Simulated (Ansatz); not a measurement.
**Nudged elastic band, with input and output: MgBNH3Cl**

MgBNH3Cl, computed with UKS BLYP/def2-mTZVP (Ansatz 0.2.0).

It belongs to a series of runs on one base structure; here: band between the two ends. Figures and captions count atoms from 1; the log counts them from 0 in places.

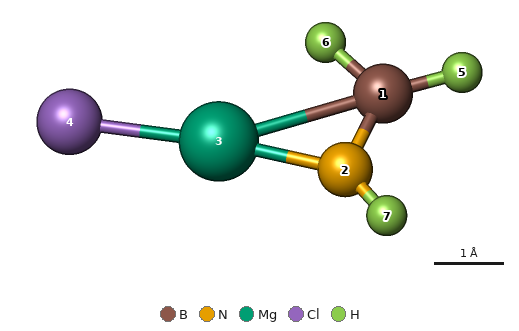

**Figure 1.** The starting structure (ball-and-stick view, seen at a tilt; atoms are numbered from 1 in the order of the input). Sticks mark near contacts. Bond lengths as drawn: B–H 1.20 to 1.24 Å, B–Mg 2.50 Å, B–N 1.39 Å, Cl–Mg 2.22 Å, H–N 1.02 Å and Mg–N 1.93 Å.

**Key numbers**

| quantity | value |
| --- | --- |
| outcome | converged |
| barrier, forward | 3.411 eV |
| barrier, backward | 2.530 eV |
| hardware | 2 threads of Arm Neoverse N1, 24 GiB of memory available, shared host |
| wall time | 6.5 min (CPU time 13 min) |
| peak memory | 0.17 GiB |

**Notes**

The order of the saddle point was not checked.

**The input**
```yaml
crystal:
  periodic: [false, false, false]
  atoms:
    - { symbol: B, position_ang: [-0.005607, 1.117952, 0.022782] }
    - { symbol: "N", position_ang: [0.944202, 0.103025, -0.07296] }
    - { symbol: Mg, position_ang: [-0.303779, -1.368906, -0.00654] }
    - { symbol: Cl, position_ang: [-1.561713, -3.200918, 0.057238] }
    - { symbol: H, position_ang: [0.16903, 2.302313, 0.037335] }
    - { symbol: H, position_ang: [-1.176255, 0.710955, 0.104927] }
    - { symbol: H, position_ang: [1.934122, 0.335569, -0.142782] }
magnetization:
  spin_polarized: true
basis:
  gaussian: { orbitals: def2-mTZVP }
hamiltonian:
  xc: blyp
neb:
  order_check: false
  images: 5
  f_tol: 0.03
  max_iterations: 60
  final_atoms:
    - { symbol: B, position_ang: [-0.18030276, 0.61596056, 0.02805545] }
    - { symbol: "N", position_ang: [1.21071279, 0.74784288, -0.08191278] }
    - { symbol: Mg, position_ang: [-1.3170773, -1.36201021, 0.07551329] }
    - { symbol: Cl, position_ang: [-2.48269117, -3.29028784, 0.12671676] }
    - { symbol: H, position_ang: [-0.78399543, 1.65546694, 0.0989528] }
    - { symbol: H, position_ang: [1.87233968, -0.02253005, -0.1482791] }
    - { symbol: H, position_ang: [1.68101419, 1.65554771, -0.09904642] }
  initial_path:
    images:
      - { positions_ang: [[-0.005607, 1.117952, 0.022782], [0.944202, 0.103025, -0.07296], [-0.303779, -1.368906, -0.00654], [-1.561713, -3.200918, 0.057238], [0.16903, 2.302313, 0.037335], [-1.176255, 0.710955, 0.104927], [1.934122, 0.335569, -0.142782]] }
      - { positions_ang: [[-0.06770136, 1.17345309, 0.03325462], [0.848053, 0.13500456, -0.05192648], [-0.18504954, -1.44693272, 0.08369574], [-1.62091401, -3.03216074, -0.00717911], [0.19272573, 2.32429038, -0.01233036], [-0.99991674, 0.49007962, 0.11601636], [1.83280291, 0.3562558, -0.16153077]] }
      - { positions_ang: [[-0.12979572, 1.22895418, 0.04372724], [0.75190401, 0.16698411, -0.03089296], [-0.06632009, -1.52495944, 0.17393148], [-1.68011501, -2.86340348, -0.07159622], [0.21642146, 2.34626776, -0.06199571], [-0.82357848, 0.26920425, 0.12710572], [1.73148383, 0.37694261, -0.18027955]] }
      - { positions_ang: [[-0.19189008, 1.28445527, 0.05419987], [0.65575501, 0.19896367, -0.00985944], [0.05240937, -1.60298616, 0.26416722], [-1.73931602, -2.69464622, -0.13601334], [0.24011718, 2.36824515, -0.11166107], [-0.64724022, 0.04832887, 0.13819508], [1.63016474, 0.39762941, -0.19902832]] }
      - { positions_ang: [[-0.18802764, 1.0616237, 0.04548506], [0.84074094, 0.38192341, -0.03387722], [-0.40408618, -1.52266084, 0.20128258], [-1.98710774, -2.89319343, -0.04843664], [-0.10125369, 2.13065241, -0.04145644], [0.19261975, 0.02470923, 0.04270369], [1.64711456, 0.81693551, -0.16570102]] }
      - { positions_ang: [[-0.1841652, 0.83879213, 0.03677025], [1.02572687, 0.56488314, -0.057895], [-0.86058174, -1.44233553, 0.13839793], [-2.23489945, -3.09174063, 0.03914006], [-0.44262456, 1.89305968, 0.02874818], [1.03247971, 0.00108959, -0.05278771], [1.66406437, 1.23624161, -0.13237372]] }
      - { positions_ang: [[-0.18030276, 0.61596056, 0.02805545], [1.21071279, 0.74784288, -0.08191278], [-1.3170773, -1.36201021, 0.07551329], [-2.48269117, -3.29028784, 0.12671676], [-0.78399543, 1.65546694, 0.0989528], [1.87233968, -0.02253005, -0.1482791], [1.68101419, 1.65554771, -0.09904642]] }
```

Command:
```bash
ansatz run input.yaml --threads 2 --pin off --max-ram 3072MiB --backend cpu --events-out ev --progress --plain --runs-dir out
```

**Output**
```
Engine: ansatz 0.2.0, aarch64-unknown-linux-gnu
Functional definition: BLYP
  parameter beta = 0.0042
  parameter a = 0.04918
  parameter b = 0.132
  parameter c = 0.2533
  parameter d = 0.349
  exchange = b88_x(beta = beta)
  correlation = lyp_c(a = a, b = b, c = c, d = d)
858 factors; their error is unknown
mean field evaluation 1: about -20172.0154 eV, gradient 5.7e1 eV
mean field evaluation 2: about -20102.9414 eV, gradient 1.1e2 eV
mean field evaluation 4: about -20184.3004 eV, gradient 1.6e1 eV
mean field evaluation 8: about -20185.5648 eV, gradient 1.0e-1 eV
mean field evaluation 16: about -20185.5269 eV, gradient 2.4e-4 eV
mean field -20185.52687574 eV, -741.8044304421 hartree, gradient 5.8e-5 eV, S^2 0.000000; 0 other end points of the search recorded, 0 dependent functions left out
the calculation of the forces begins
reference -20185.52724156 eV, -741.8044438854 hartree; 22, 22 occupied and 61, 61 virtual orbitals, 858 factors
858 factors; their error is unknown
mean field evaluation 32: about -20184.6458 eV, gradient 9.8e-4 eV
mean field -20184.64576907 eV, -741.7720503691 hartree, gradient 4.6e-5 eV, S^2 0.000000; 0 other end points of the search recorded, 0 dependent functions left out
[... from here on the field's lines of each further geometry are left out, up to the last ...]
NEB iter   1: max|band force component| = 1.068e2 eV/Å  barrier→ = 17.4018 eV  barrier← = 16.5207 eV  Δτ_max = 0.2000 Å  (274 SCF iters)
NEB iter   2: max|band force component| = 2.558e1 eV/Å  barrier→ = 6.7442 eV  barrier← = 5.8631 eV  Δτ_max = 0.2000 Å  (175 SCF iters)
NEB iter   3: max|band force component| = 1.519e1 eV/Å  barrier→ = 5.4928 eV  barrier← = 4.6117 eV  Δτ_max = 0.2000 Å  (171 SCF iters)
NEB iter   4: max|band force component| = 5.293e0 eV/Å  barrier→ = 4.7697 eV  barrier← = 3.8886 eV  Δτ_max = 0.1957 Å  (167 SCF iters)
NEB iter   5: max|band force component| = 2.310e0 eV/Å  barrier→ = 4.1410 eV  barrier← = 3.2599 eV  Δτ_max = 0.1935 Å  (161 SCF iters)
NEB iter   6: max|band force component| = 1.647e0 eV/Å  barrier→ = 3.6762 eV  barrier← = 2.7951 eV  Δτ_max = 0.1946 Å  (162 SCF iters)
NEB iter   7: max|band force component| = 1.390e0 eV/Å  barrier→ = 3.5102 eV  barrier← = 2.6290 eV  Δτ_max = 0.1967 Å  (165 SCF iters)
NEB iter   8: max|band force component| = 4.490e0 eV/Å  barrier→ = 3.7385 eV  barrier← = 2.8574 eV  Δτ_max = 0.0985 Å  (176 SCF iters)
NEB iter   9: max|band force component| = 5.329e-1 eV/Å  barrier→ = 3.4730 eV  barrier← = 2.5919 eV  Δτ_max = 0.1039 Å  (163 SCF iters)
NEB iter  10: max|band force component| = 1.602e0 eV/Å  barrier→ = 3.6141 eV  barrier← = 2.7330 eV  CI = image 4  Δτ_max = 0.2000 Å  (159 SCF iters)
NEB iter  11: max|band force component| = 8.417e-1 eV/Å  barrier→ = 3.6620 eV  barrier← = 2.7809 eV  CI = image 4  Δτ_max = 0.1084 Å  (166 SCF iters)
NEB iter  12: max|band force component| = 8.577e-1 eV/Å  barrier→ = 3.5684 eV  barrier← = 2.6873 eV  CI = image 4  Δτ_max = 0.0565 Å  (164 SCF iters)
NEB iter  13: max|band force component| = 7.364e-1 eV/Å  barrier→ = 3.5289 eV  barrier← = 2.6478 eV  CI = image 4  Δτ_max = 0.1145 Å  (167 SCF iters)
NEB iter  14: max|band force component| = 4.888e-1 eV/Å  barrier→ = 3.4705 eV  barrier← = 2.5894 eV  CI = image 4  Δτ_max = 0.1135 Å  (163 SCF iters)
NEB iter  15: max|band force component| = 5.139e-1 eV/Å  barrier→ = 3.4344 eV  barrier← = 2.5533 eV  CI = image 4  Δτ_max = 0.0419 Å  (161 SCF iters)
NEB iter  16: max|band force component| = 2.921e-1 eV/Å  barrier→ = 3.4166 eV  barrier← = 2.5355 eV  CI = image 4  Δτ_max = 0.0365 Å  (160 SCF iters)
NEB iter  17: max|band force component| = 8.143e-2 eV/Å  barrier→ = 3.4130 eV  barrier← = 2.5319 eV  CI = image 4  Δτ_max = 0.0343 Å  (160 SCF iters)
NEB iter  18: max|band force component| = 8.952e-2 eV/Å  barrier→ = 3.4120 eV  barrier← = 2.5308 eV  CI = image 4  Δτ_max = 0.0173 Å  (161 SCF iters)
NEB iter  19: max|band force component| = 4.908e-2 eV/Å  barrier→ = 3.4114 eV  barrier← = 2.5303 eV  CI = image 4  Δτ_max = 0.0345 Å  (161 SCF iters)
NEB iter  20: max|band force component| = 3.836e-2 eV/Å  barrier→ = 3.4109 eV  barrier← = 2.5298 eV  CI = image 4  Δτ_max = 0.0262 Å  (161 SCF iters)
NEB iter  21: max|band force component| = 4.706e-2 eV/Å  barrier→ = 3.4107 eV  barrier← = 2.5296 eV  CI = image 4  Δτ_max = 0.0083 Å  (161 SCF iters)
the calculation of the forces begins
reference -20184.02202468 eV, -741.7491281855 hartree; 22, 22 occupied and 61, 61 virtual orbitals, 858 factors
858 factors; their error is unknown
mean field -20182.11620568 eV, -741.6790906289 hartree, gradient 9.2e-6 eV, S^2 0.000000; 1 other end points of the search recorded, 0 dependent functions left out
the calculation of the forces begins
reference -20182.11656553 eV, -741.6791038534 hartree; 22, 22 occupied and 61, 61 virtual orbitals, 858 factors
NEB iter  22: max|band force component| = 1.727e-2 eV/Å  barrier→ = 3.4107 eV  barrier← = 2.5296 eV  CI = image 4  Δτ_max = 0.0000 Å  (302 SCF iters)
```

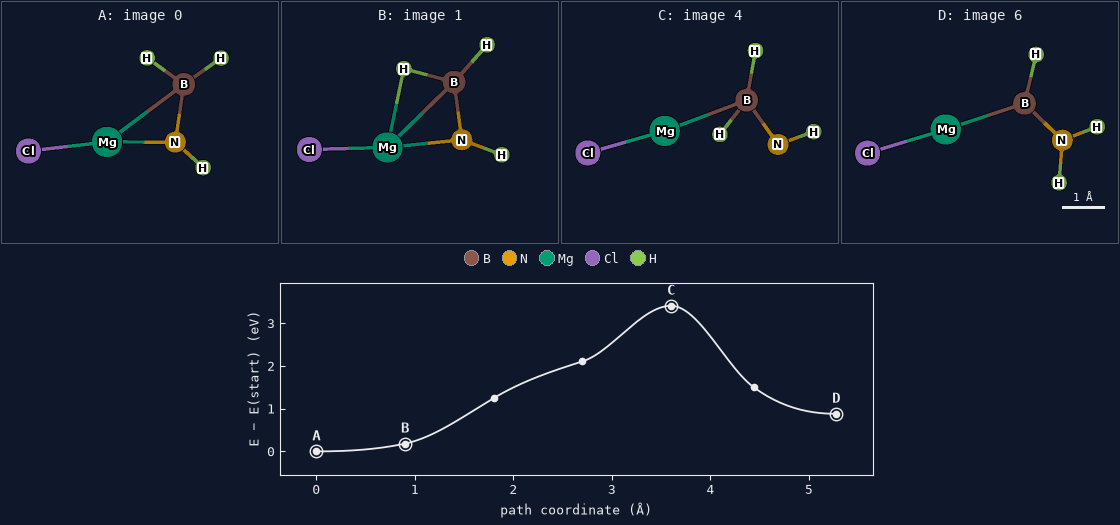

**Figure 2.** Images of the last band (counted from 0; ball-and-stick, seen at a tilt) above the energy along the path; the line is a cubic interpolation that uses the forces. The highest image is number 4, 3.411 eV above the start and 2.530 eV above the end (the climbing image); the end lies 0.881 eV above the start. The path is 5.28 Å long. The band converged in 22 iterations.

```
Total energy: -20182.11656553 eV, -741.6791038534 hartree
Atom 0 at     0.064310     0.733865     0.098460 Å, force    -0.001254     0.000058     0.003018 eV/Å
Atom 1 at     1.456576     0.552355     0.146497 Å, force    -0.004460     0.003980     0.001510 eV/Å
Atom 2 at    -1.117157    -1.290096     0.139902 Å, force     0.000857     0.000095    -0.001779 eV/Å
Atom 3 at    -2.409023    -3.111468     0.303240 Å, force     0.001171     0.002809     0.000744 eV/Å
Atom 4 at    -0.587814     1.744943     0.046846 Å, force     0.000390    -0.001482     0.001177 eV/Å
Atom 5 at     0.589165    -0.067120    -0.816537 Å, force    -0.000314    -0.006291    -0.005463 eV/Å
Atom 6 at     2.003943     1.437511     0.081591 Å, force     0.003610     0.000831     0.000793 eV/Å
Dipole moment:     0.244442     0.596257    -0.170229 e Å
this run last wrote the band of iteration 22 to [file]
```

**The last band as extended XYZ (Å, eV, eV/Å)**
```
7
Properties=species:S:1:pos:R:3:forces:R:3 image=0 energy=-20185.52688
B    -0.0056    1.1180    0.0228    0.0013   0.0008   0.0080
N     0.9442    0.1030   -0.0730   -0.0034   0.0004   0.0010
Mg   -0.3038   -1.3689   -0.0065   -0.0017  -0.0040   0.0009
Cl   -1.5617   -3.2009    0.0572   -0.0001  -0.0015  -0.0007
H     0.1690    2.3023    0.0373    0.0008   0.0042  -0.0030
H    -1.1763    0.7110    0.1049    0.0013  -0.0006  -0.0036
H     1.9341    0.3356   -0.1428    0.0019   0.0009  -0.0027
7
Properties=species:S:1:pos:R:3:forces:R:3 image=1 energy=-20185.34487
B     0.0076    1.0144   -0.0656   -0.0637   0.0479   0.0159
N     1.0808    0.1404   -0.2079   -0.1339  -0.1057   0.1113
Mg   -0.2238   -1.3398   -0.1032    0.1467  -0.0234  -0.0881
Cl   -1.7552   -2.9069    0.3459    0.1610  -0.0111  -0.0701
H    -0.0503    2.1092    0.4014    0.1093   0.2117  -0.1915
H    -1.0760    0.5007   -0.3970   -0.1481   0.0922   0.1772
H     2.0169    0.4821    0.0265   -0.0714  -0.2117   0.0452
7
Properties=species:S:1:pos:R:3:forces:R:3 image=2 energy=-20184.27868
B     0.1168    0.9242   -0.1229   -0.2132   0.1876  -0.1537
N     1.3300    0.2932   -0.2633   -0.3328  -0.3882   0.1440
Mg   -0.4595   -1.3004    0.0695    0.7291  -0.0132  -0.1398
Cl   -2.0562   -2.8646    0.4159    0.4105   0.2130  -0.0344
H    -0.2981    1.8117    0.5608    0.0790   0.3593  -0.1942
H    -0.7571    0.3075   -0.7976   -0.5162   0.2667   0.1388
H     2.1241    0.8283    0.1376   -0.1563  -0.6253   0.2394
7
Properties=species:S:1:pos:R:3:forces:R:3 image=3 energy=-20183.41931
B     0.2461    0.8062   -0.0874    0.1336   0.1148  -0.2870
N     1.5710    0.5166   -0.1544    0.0949   0.0278  -0.0282
Mg   -0.9145   -1.2834    0.1640    0.2292  -0.0140  -0.0357
Cl   -2.3408   -2.9729    0.4232    0.1143   0.0995   0.0524
H    -0.4619    1.6553    0.3995   -0.0124  -0.0693  -0.0864
H    -0.2836    0.0197   -0.9566   -0.6978  -0.0508  -0.0308
H     2.1836    1.2584    0.2116    0.1381  -0.1080   0.4157
7
Properties=species:S:1:pos:R:3:forces:R:3 image=4 energy=-20182.11621
B     0.0643    0.7339    0.0985   -0.0013   0.0001   0.0030
N     1.4566    0.5524    0.1465   -0.0045   0.0040   0.0015
Mg   -1.1172   -1.2901    0.1399    0.0009   0.0001  -0.0018
Cl   -2.4090   -3.1115    0.3032    0.0012   0.0028   0.0007
H    -0.5878    1.7449    0.0468    0.0004  -0.0015   0.0012
H     0.5892   -0.0671   -0.8165   -0.0003  -0.0063  -0.0055
H     2.0039    1.4375    0.0816    0.0036   0.0008   0.0008
7
Properties=species:S:1:pos:R:3:forces:R:3 image=5 energy=-20184.02167
B    -0.1898    0.7732    0.0464   -0.5389   0.0825   0.0015
N     1.2104    0.6281    0.0906   -0.4591   0.0085  -0.5091
Mg   -1.2262   -1.2740    0.0748   -0.3600   0.1200  -0.0396
Cl   -2.3260   -3.2262    0.2194   -0.0069  -0.1008   0.0027
H    -0.7063    1.8430    0.0258   -0.1482   0.3106   0.4714
H     1.3492   -0.1478   -0.5534    1.6059  -0.1247   0.4219
H     1.8887    1.4036    0.0964   -0.0928  -0.2960  -0.3487
7
Properties=species:S:1:pos:R:3:forces:R:3 image=6 energy=-20184.64577
B    -0.1803    0.6160    0.0281    0.0102   0.0012  -0.0030
N     1.2107    0.7478   -0.0819   -0.0080   0.0151   0.0094
Mg   -1.3171   -1.3620    0.0755   -0.0024   0.0013   0.0013
Cl   -2.4827   -3.2903    0.1267   -0.0010  -0.0015  -0.0001
H    -0.7840    1.6555    0.0990    0.0001  -0.0080  -0.0016
H     1.8723   -0.0225   -0.1483   -0.0033   0.0087  -0.0043
H     1.6810    1.6555   -0.0990    0.0044  -0.0169  -0.0017
```
